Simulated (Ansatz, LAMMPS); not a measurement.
**Amorphous 38TiO2-62Al2O3 (mol %) (102 atoms): geometry optimisation**

Wanted: the relaxed structure of amorphous 38TiO2-62Al2O3 (mol %) (102 atoms) and its electronic structure.

Main program and level: Ansatz 0.2.0; Kohn-Sham DFT, PBE, PAW (set soft_2), plane waves.

### 1. The starting structure

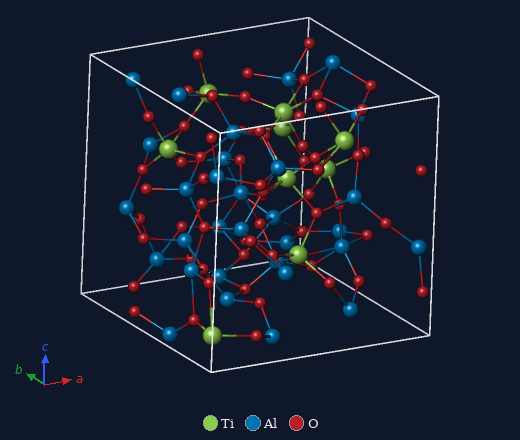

Start, viewed slightly off an axis; titanium green, aluminium blue, oxygen red. Bonds to atoms that aren't drawn are left out. Some periodic images of atoms are drawn too.

The cell holds 102 atoms: 9 Ti, 30 Al and 63 O. Its edges and angles: a = 10.534 Å, b = 10.534 Å, c = 10.534 Å, α = 90.0°, β = 90.0°, γ = 90.0°. 102 atoms (9 Ti, 30 Al, 63 O) placed at random at 3.19 g/cm³, melted at 5000 K for 10 ps at fixed volume with the Morse and Coulomb pair potential with partial charges (Pedone, Malavasi, Menziani, Cormack and Segre, J. Phys. Chem. B 110, 11780 (2006)). Quenched from 5000 K to 300 K at 50 K/ps and fixed volume, held 5 ps, then minimised at fixed cell.

Before any run, some limits are plain. The quench rate of 50 K/ps is orders of magnitude faster than experiment, which tends to freeze in extra defects. The network of bonds at the start is that of the classical potential that made the cell. Only the Γ point is sampled in the main run, in a cell whose shortest periodic width is 11 Å.

### 2. How the cell was made

A classical potential makes the cell, at a small fraction of what the same run would cost in DFT.

This step: classical MD, Morse and Coulomb pair potential with partial charges (Pedone, Malavasi, Menziani, Cormack and Segre, J. Phys. Chem. B 110, 11780 (2006)) (LAMMPS 22 Jul 2025 - Update 4).

Input file in.lmp:

```
# melt-quench of Ti9Al30O63
units metal
atom_style charge
boundary p p p
region box block 0 10.5339 0 10.5339 0 10.5339
create_box 3 box
mass 1 47.8670   # Ti
mass 2 26.9815   # Al
mass 3 15.9990   # O
create_atoms 1 random 9 41526 NULL overlap 1.5 maxtry 2000
create_atoms 2 random 30 41533 NULL overlap 1.5 maxtry 2000
create_atoms 3 random 63 41540 NULL overlap 1.5 maxtry 2000
pair_style hybrid/overlay pedone 5.5 coul/long 8.0
pair_coeff * * coul/long
pair_coeff 1 3 pedone 0.024235 2.254703 2.708943 1   # Ti-O
pair_coeff 2 3 pedone 0.361581 1.900442 2.164818 0.9   # Al-O
pair_coeff 3 3 pedone 0.042395 1.379316 3.618701 22   # O-O
set type 1 charge 2.4
set type 2 charge 1.8
set type 3 charge -1.2
kspace_style pppm 1.0e-4
neigh_modify delay 0 every 1 check yes
thermo_style custom step time temp pe press density
thermo_modify norm yes
timestep 0.002
thermo 100
min_style cg
minimize 1e-4 1e-4 200 2000
reset_timestep 0
velocity all create 5000 41527 mom yes dist gaussian
fix lim all nve/limit 0.05
fix lan all langevin 5000 5000 0.2 41528 zero yes
thermo 500
run 1000 post no
# [... 10 lines left out ...]
thermo 1250
fix md all nvt temp 300 300 0.2
run 2500 post no
unfix md
thermo 100
min_style cg
minimize 0 1e-3 2000 20000
write_dump all custom glass.dump id type xs ys zs modify sort id
```

Run with:

```console
lmp -in in.lmp -log none -nocite
```

Numbers of over 12 decimals in the logs are rounded to 6 here.

The log of the run:

```text
LAMMPS (22 Jul 2025 - Update 4)
Created orthogonal box = (0 0 0) to (10.5339 10.5339 10.5339)
Created 9 atoms
Created 30 atoms
Created 63 atoms
PPPM initialization ...
  G vector (1/distance) = 0.38555078
  grid = 12 12 12
  estimated relative force accuracy = 5.1265454e-05
   Step          Time           Temp          PotEng         Press         Density
         0   0              0              0.019233287    866510.85      3.1938428
        93   0.186          0             -13.999753     -50193.08       3.1938428
Loop time of 0.0841413 s on 1 MPI rank(s) for 93 steps with 102 atoms
Minimization stats:
  Stopping criterion = energy tolerance
[... 36 lines left out ...]
     55000   110            288.41985     -14.039277     -58219.472      3.1938428
     55500   111            290.47582     -14.040264     -48590.45       3.1938428
Loop time of 1.17395 s on 1 MPI rank(s) for 2500 steps with 102 atoms
   Step          Time           Temp          PotEng         Press         Density
     55500   111            290.47582     -14.040264     -48590.45       3.1938428
     55513   111.026        290.47582     -14.074792     -60055.913      3.1938428
Loop time of 0.0370336 s on 1 MPI rank(s) for 13 steps with 102 atoms
Minimization stats:
  Stopping criterion = linesearch alpha is zero
  Energy initial, next-to-last, final =
     -14.0402642512357  -14.0747923246685  -14.0747923246685
  Force two-norm initial, final = 12.369066 0.45502176
  Iterations, force evaluations = 13 59
```

Elapsed: 29 s, on 1 thread of Arm Neoverse V1, shared host; peak memory 0.072 GiB.

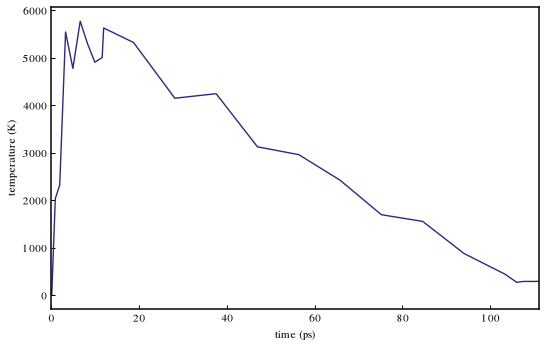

Temperature, plotted against time.

### 3. Single point at the start

A single point comes first, to see the forces before anything moves.

Input file input.yaml:

```yaml
crystal:
  lattice:
    - [10.5339, 0.0, 0.0]
    - [0.0, 10.5339, 0.0]
    - [0.0, 0.0, 10.5339]
  atoms:
    - { symbol: Ti, position: [0.53554, 0.25099, 0.3262] }
    - { symbol: Ti, position: [0.62737, 0.55274, 0.80817] }
    - { symbol: Ti, position: [0.62504, 0.08308, 0.84508] }
    - { symbol: Ti, position: [0.51786, 0.33177, 0.6229] }
    - { symbol: Ti, position: [0.18384, 0.68398, 0.67953] }
    - { symbol: Ti, position: [0.86851, 0.94845, 0.57797] }
    - { symbol: Ti, position: [0.83472, 0.55382, 0.53849] }
    - { symbol: Ti, position: [0.4494, 0.83481, 0.82195] }
    - { symbol: Ti, position: [0.09076, 0.14826, 0.09068] }
    - { symbol: Al, position: [0.10954, 0.41492, 0.61071] }
    - { symbol: Al, position: [0.34226, 0.45563, 0.10171] }
    - { symbol: Al, position: [0.59818, 0.95524, 0.20131] }
    - { symbol: Al, position: [0.82283, 0.31052, 0.84757] }
    - { symbol: Al, position: [0.25237, 0.22357, 0.4844] }
    - { symbol: Al, position: [0.82021, 0.38982, 0.27036] }
    - { symbol: Al, position: [0.88533, 0.91091, 0.10502] }
    - { symbol: Al, position: [0.08334, 0.45335, 0.99652] }
    - { symbol: Al, position: [0.8049, 0.80877, 0.83355] }
    - { symbol: Al, position: [0.31713, 0.41668, 0.81548] }
    - { symbol: Al, position: [0.83412, 0.53364, 0.99023] }
    - { symbol: Al, position: [0.05067, 0.75092, 0.96754] }
    - { symbol: Al, position: [0.12007, 0.37137, 0.28459] }
    - { symbol: Al, position: [0.57688, 0.90205, 0.50595] }
    - { symbol: Al, position: [0.71644, 0.74417, 0.29106] }
    - { symbol: Al, position: [0.48924, 0.62198, 0.46957] }
    - { symbol: Al, position: [0.46511, 0.72564, 0.09] }
    - { symbol: Al, position: [0.25689, 0.94197, 0.6012] }
    - { symbol: Al, position: [0.27928, 0.89388, 0.13413] }
    - { symbol: Al, position: [0.95534, 0.63165, 0.23506] }
    - { symbol: Al, position: [0.07213, 0.12869, 0.76399] }
    - { symbol: Al, position: [0.60869, 0.52834, 0.194] }
    - { symbol: Al, position: [0.336, 0.0142, 0.35793] }
    - { symbol: Al, position: [0.24968, 0.64136, 0.3004] }
    - { symbol: Al, position: [0.72739, 0.15586, 0.09824] }
    - { symbol: Al, position: [0.09552, 0.83643, 0.39696] }
    - { symbol: Al, position: [0.78474, 0.25344, 0.52746] }
    - { symbol: Al, position: [0.35816, 0.13785, 0.75369] }
    - { symbol: Al, position: [0.38477, 0.1758, 0.03267] }
    - { symbol: Al, position: [0.98725, 0.08525, 0.34212] }
    - { symbol: O, position: [0.55554, 0.74727, 0.55518] }
    - { symbol: O, position: [0.68064, 0.91975, 0.84152] }
    - { symbol: O, position: [0.14398, 0.83797, 0.06015] }
    - { symbol: O, position: [0.33004, 0.65221, 0.43804] }
    - { symbol: O, position: [0.96086, 0.04472, 0.68025] }
    - { symbol: O, position: [0.57158, 0.21096, 0.7394] }
    - { symbol: O, position: [0.5294, 0.1131, 0.99057] }
    - { symbol: O, position: [0.77847, 0.65211, 0.8889] }
    - { symbol: O, position: [0.42957, 0.96021, 0.22582] }
    - { symbol: O, position: [0.82322, 0.6561, 0.40148] }
    - { symbol: O, position: [0.33355, 0.24864, 0.87542] }
    - { symbol: O, position: [0.98157, 0.03316, 0.17371] }
    - { symbol: O, position: [0.33233, 0.72287, 0.18648] }
    - { symbol: O, position: [0.82806, 0.26585, 0.16531] }
    - { symbol: O, position: [0.99669, 0.53321, 0.59099] }
    - { symbol: O, position: [0.74342, 0.99108, 0.11069] }
    - { symbol: O, position: [0.86946, 0.77474, 0.19929] }
    - { symbol: O, position: [0.53, 0.68683, 0.84402] }
    - { symbol: O, position: [0.11213, 0.3247, 0.09342] }
    - { symbol: O, position: [0.75788, 0.1758, 0.92449] }
    - { symbol: O, position: [0.48247, 0.55276, 0.09047] }
    - { symbol: O, position: [0.255, 0.08416, 0.08496] }
    - { symbol: O, position: [0.80982, 0.40442, 0.4434] }
    - { symbol: O, position: [0.61179, 0.24891, 0.48931] }
    - { symbol: O, position: [0.47827, 0.44462, 0.76688] }
    - { symbol: O, position: [0.25069, 0.47895, 0.95879] }
    - { symbol: O, position: [0.4123, 0.95547, 0.4995] }
    - { symbol: O, position: [0.97777, 0.46202, 0.27034] }
    - { symbol: O, position: [0.45854, 0.00154, 0.77474] }
    - { symbol: O, position: [0.08987, 0.6913, 0.31776] }
    - { symbol: O, position: [0.77238, 0.53672, 0.14914] }
    - { symbol: O, position: [0.14801, 0.81106, 0.55722] }
    - { symbol: O, position: [0.2284, 0.511, 0.69631] }
    - { symbol: O, position: [0.94139, 0.41654, 0.91619] }
    - { symbol: O, position: [0.71283, 0.53822, 0.6579] }
    - { symbol: O, position: [0.65063, 0.88588, 0.35194] }
    - { symbol: O, position: [0.10641, 0.28121, 0.70085] }
    - { symbol: O, position: [0.22253, 0.04442, 0.73321] }
    - { symbol: O, position: [0.37872, 0.18844, 0.36826] }
    [... 18 atom lines left out ...]
    - { symbol: O, position: [0.62174, 0.38226, 0.26151] }
    - { symbol: O, position: [0.70209, 0.9888, 0.57408] }
    - { symbol: O, position: [0.91553, 0.84916, 0.95391] }
    - { symbol: O, position: [0.61187, 0.13192, 0.23571] }
    - { symbol: O, position: [0.20277, 0.06892, 0.49354] }
    - { symbol: O, position: [0.5839, 0.62558, 0.32448] }
kpoints:
  mp_grid: { grid: [1, 1, 1] }
hamiltonian:
  xc: pbe
scf:
  occupations: { method: fermi_dirac, width: 0.025 }
output:
  forces: true
```

Run with:

```console
ansatz run input.yaml --threads 4 --pin off --max-ram 8192MiB --backend cpu --events-out ev --progress --plain --runs-dir out
```

The log of the run:

```text
Engine: ansatz 0.2.0, aarch64-unknown-linux-gnu
Pseudopotentials: kind: paw
Pseudopotential: Ti, paw, valence charge 12, recommended cutoff 420 eV (normal), Ti.paw.azcp
Pseudopotential: Al, paw, valence charge 3, recommended cutoff 420 eV (normal), Al.paw.azcp
Pseudopotential: O, paw, valence charge 6, recommended cutoff 420 eV (normal), O.paw.azcp
[... 5 lines on functional and potentials left out ...]
Crystal: 102 atoms, lattice volume = 1168.874 Å³
Basis set: ecut = 420 eV, 22887 PW (Γ), exchange–correlation on 144×144×144 points (8 copies of the dense FFT grid, shifted against one another)
Bands: 390, of which v1, the nominal top of the filled ones, is band 288 counted from 1 (287 counted from 0)
Symmetry: 1 space group operations
Space group: P1 (ITA 1), of the structure as read, at distance tolerance 1.1e-4 Å
k-points: 1
[... 7 lines on functional and potentials left out ...]
Initial density: superposition of atomic densities (neutral atoms: chi_scale 0, normalization atom), corrected by the library's trained network
Initial wavefunctions: pseudopotential atomic-orbital guess
Functional: x = pbe(κ = 0.804, μ = 0.219515), c = pbe(β = 0.066725)
SCF iter   1: F=—  HF=-74502.525039 eV  |F-HF|=—  |Δ(HF+E_count)|=         —  Δρ=3.76e-3  dr2=2.21e-1  ethr=1.77e-3  ⟨swp⟩=6.0  Hψ=1659  notcnv=0  defer=14
preconditioner: auto → Resta (q_TF=auto, 2.425 Å⁻¹)  ε∞=4.5  [insulator: Δε(μ)=1.926 eV  Ē_g=13.079 eV  σ=0.025 eV  W_gap=1.00  n_scr=256 (ndim 8)  ℏωp=24.4 eV  f_vac=0.039  D(μ)=0.00/eV (n_scr^D=0)  ε∞_Penn≈4.5]
SCF iter   2: F=—  HF=-74502.498308 eV  |F-HF|=—  |Δ(HF+E_count)|=   2.67e-2  Δρ=2.06e-3  dr2=5.47e-2  ethr=3.85e-5  ⟨swp⟩=2.0  Hψ=715  notcnv=0  defer=94
SCF iter   3: F=—  HF=-74502.495735 eV  |F-HF|=—  |Δ(HF+E_count)|=   2.57e-3  Δρ=1.16e-3  dr2=2.34e-2  ethr=9.50e-6  ⟨swp⟩=3.0  Hψ=573  notcnv=0  defer=37
automatic band count: iteration 3 solves 333 bands in place of 390: the levels show a gap, and the empty bands left out lie too high to hold charge; the band table lists the bands solved (type scf.n_extra_bands for more)
SCF iter   4: F=—  HF=-74502.493663 eV  |F-HF|=—  |Δ(HF+E_count)|=   2.07e-3  Δρ=4.97e-4  dr2=4.22e-3  ethr=4.06e-6  ⟨swp⟩=2.0  Hψ=509  notcnv=0  defer=37
SCF iter   5: F=—  HF=-74502.493068 eV  |F-HF|=—  |Δ(HF+E_count)|=   5.95e-4  Δρ=2.17e-4  dr2=5.52e-4  ethr=7.32e-7  ⟨swp⟩=2.0  Hψ=570  notcnv=0  defer=37
SCF iter   6: F=—  HF=-74502.493140 eV  |F-HF|=—  |Δ(HF+E_count)|=   7.23e-5  Δρ=1.20e-4  dr2=1.80e-4  ethr=9.59e-8  ⟨swp⟩=2.0  Hψ=564  notcnv=0  defer=37
SCF iter   7: F=—  HF=-74502.493152 eV  |F-HF|=—  |Δ(HF+E_count)|=   1.17e-5  Δρ=5.21e-5  dr2=3.55e-5  ethr=3.13e-8  ⟨swp⟩=2.0  Hψ=580  notcnv=0  defer=37
SCF iter   8: F=—  HF=-74502.495077 eV  |F-HF|=—  |Δ(HF+E_count)|=   1.93e-3  Δρ=2.10e-5  dr2=5.13e-6  ethr=6.16e-9  ⟨swp⟩=2.0  Hψ=617  notcnv=0  defer=37
SCF iter   9: F=—  HF=-74502.495080 eV  |F-HF|=—  |Δ(HF+E_count)|=   2.72e-6  Δρ=1.10e-5  dr2=1.46e-6  ethr=8.90e-10  ⟨swp⟩=2.0  Hψ=564  notcnv=0  defer=37
SCF iter  10: F=—  HF=-74502.495081 eV  |F-HF|=—  |Δ(HF+E_count)|=   5.35e-7  Δρ=5.18e-6  dr2=3.56e-7  ethr=2.54e-10  ⟨swp⟩=2.0  Hψ=515  notcnv=0  defer=37
SCF iter  11: F=-74502.495081 eV  HF=-74502.495081 eV  |F-HF|=6.40e-10  |Δ(HF+E_count)|=   1.01e-7  Δρ=2.40e-6  dr2=6.88e-8  ethr=1.74e-11  ⟨swp⟩=4.0  Hψ=1111  notcnv=0
SCF 1 converged in 11 iterations: F = -74502.495081 eV  dr2 = 6.88e-8
  greatest PAW one-centre occupation: 0.999 electrons in one spin orbital (limit 2), on the Ti atom at site 8 (counted from 0), in its partial waves of l = 0
SCF converged after 11 iterations
Free energy (F): -74502.495081 eV
Harris-Foulkes:  -74502.495081 eV  (|F-HF|=6.40e-10)
Internal energy: -74502.495081 eV  (E = F + TS)
E sigma→0 (E₀):  -74502.495081 eV
Fermi energy:    6.820859 eV
--- Per-component energies (eV) ---
  E_band       = -2954.612464
  E_kinetic    = 14409.731206
  E_local      = -38905.464079  (includes V_loc(G=0)·N_el)
  E_nonlocal   = 3347.543613
  E_hartree    = 15040.092048
  E_xc         = -6779.021062
  E_vxc        = -7977.009382  (∫ρ·V_xc dr)
  E_paw        = -33426.967950  (= ΣΔE_a)
  E_vpaw       = -3909.755620  (= ΣTr[D̂ρ^β])
  E_aug_tail   = 0.158399  (compensation charges beyond the density's cutoff)
  E_ewald      = -28188.567255
  E_smearing   = -0.000000  (= −TS)
  E_closure    = -0.000000  (closes the sum)
  Σ components = -74502.495081   (vs F -74502.495081, Δ=0.00e0)
--- Forces (eV/Å), atoms counted from 1 ---
  atom   1  Ti     0.08756100     0.17063566     0.24729718
  atom   2  Ti     0.99836969    -1.19124809    -0.96040937
  atom   3  Ti    -0.57259844    -0.02618118    -0.03517871
  atom   4  Ti    -0.78075019     1.00505930    -0.89643916
  atom   5  Ti    -0.34884407    -0.06110769     0.54783891
  atom   6  Ti    -0.70118353     0.04609038     1.20326751
  atom   7  Ti     0.17267444    -0.30572882    -0.58337738
  atom   8  Ti     0.83005336     0.26822722     0.63414014
  atom   9  Ti     0.34003456     0.51756523    -0.57262792
  atom  10  Al    -0.01210355    -0.11225987    -0.06859842
  atom  11  Al     0.31932461    -0.15477927     0.23299151
  atom  12  Al    -0.28025518    -1.09577258     0.49210820
  atom  13  Al    -0.59203433     0.66223838    -0.62320366
  atom  14  Al     0.60978551    -0.09249652     0.07142502
[...]
atom 101  O     -0.24769822    -0.92611530    -0.41760541
  atom 102  O      0.65658286     0.23724328     0.17744159
  max |Σ_I F_I| component: 1.29e-4 eV/Å
```

The job ended after 15 s (4 threads of Arm Neoverse V1, shared host; peak memory 1.5 GiB; 54 s of CPU time).

In the SCF lines HF is the Harris–Foulkes energy and dr2 the Hartree energy of the density residual, in eV; the loop may stop once dr2 is under the threshold and the program's other checks hold. Hψ counts applications of the Hamiltonian.

Read from the output:

| Quantity | Value |
| --- | --- |
| free energy | -74502.4951 eV |
| free energy per atom | -730.4166 eV/atom |
| SCF cycles | 11 |
| r.m.s. force component | 0.5316 eV/Å |
| longest force | 2.052 eV/Å |
| Fermi energy | 6.821 eV |

The r.m.s. force component of 0.53 eV/Å sets the starting point.

Neighbours are counted within 2.27 Å (O-Al), 2.64 Å (O-Ti).

Length of the force by element and coordination:

```csv
element,coordination,atoms,mean length of the force (eV/Å),spread,least,most
Al,all,30,0.754,0.324,0.132,1.49
Al,4,21,0.728,0.346,0.132,1.49
Al,5,8,0.826,0.268,0.314,1.23
Al,6,1,0.726,0,0.726,0.726
O,all,63,0.859,0.375,0.173,2.05
O,2,18,0.832,0.411,0.213,2.05
O,3,44,0.882,0.355,0.173,1.84
O,4,1,0.368,0,0.368,0.368
Ti,all,9,0.991,0.478,0.313,1.83
Ti,4,3,0.909,0.343,0.652,1.39
Ti,5,6,1.03,0.528,0.313,1.83
```

(Part 1 of 4 ends here.)

[Logs are printed without paths, hosts, clocks, repeated set-up lines and the standing remarks that a program may print on its own settings, such as how far it seeks lower states.]

[Hosts, paths, dates, database ids (printed as entryN), source tags and the programs' standing remarks are cut or masked in the printed files.]
